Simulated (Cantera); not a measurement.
Input: 1 mol Fe(CO)5, 5.6 mol CO, 1.7 mol N2, held at 345 Torr.

Equilibrium computed with Cantera from the NASA thermochemical tables; the gas is ideal and each condensed phase is pure. Candidate condensed phases: C, Fe, Fe(CO)5, FeO, Fe2O3, Fe3O4; 27 gas species. Iron dissolves carbon and melts from about 1420 K in contact with it, which pure phases cannot show. Condensed phases not in the tables: cementite and carbon dissolved in iron. The numbers say what is thermodynamically allowed, not how fast it happens.

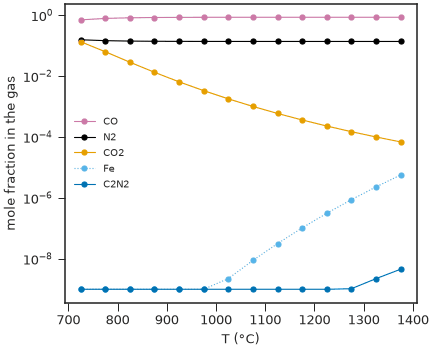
Figure. Equilibrium gas composition (values under 1e-9 drawn at 1e-9)

From 725 °C to 875 °C the condensed part is C(graphite) + Fe(α). From 925 °C to 1325 °C the condensed part is C(graphite) + Fe(γ). At 1375 °C the condensed part is Fe(γ).
